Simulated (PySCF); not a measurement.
Mg(iPr)2, SMILES C[CH](C)[Mg][CH](C)C (C₆H₁₄Mg), singlet at its GFN2-xTB optimised geometry (Å):

```
21

Mg    -0.4422    -0.4478     0.0000
C     -1.3624     1.4856     0.0000
C     -2.8005     1.5431     0.5025
C     -1.2760     2.0084    -1.4294
H     -0.7477     2.1460     0.6347
H     -3.1921     2.5671     0.4627
H     -3.4530     0.9185    -0.1111
H     -2.8648     1.2015     1.5378
H     -0.2456     1.9534    -1.7946
H     -1.6006     3.0525    -1.4971
H     -1.9135     1.4217    -2.0967
C      1.6993    -0.4478     0.0000
C      2.3595    -1.6188    -0.7188
C      2.1606    -0.3854     1.4519
H      2.0219     0.4850    -0.4927
H      3.4530    -1.5372    -0.6863
H      2.0876    -2.5671    -0.2507
H      2.0584    -1.6496    -1.7684
H      1.6808     0.4513     1.9697
H      3.2451    -0.2466     1.5237
H      1.9119    -1.3102     1.9791
```

Level of theory: B3LYP/def2-SVP in PySCF. Cells within 0.4 Å of a nucleus heavier than hydrogen are left out (blank, or x).

Map of the Laplacian of the electron density (e/bohr⁵), clipped to [-1.50, 1.50] on the plane z = 0.0 Å:

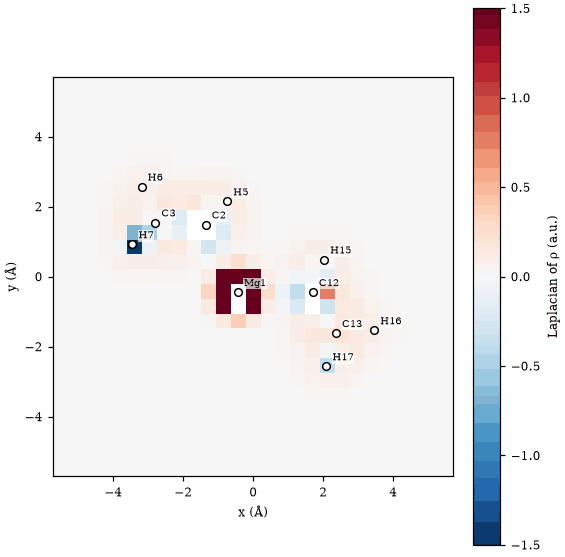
Fig. 1. Laplacian of the electron density (e/bohr⁵), clipped to [-1.50, 1.50] on the plane z = 0.0 Å.
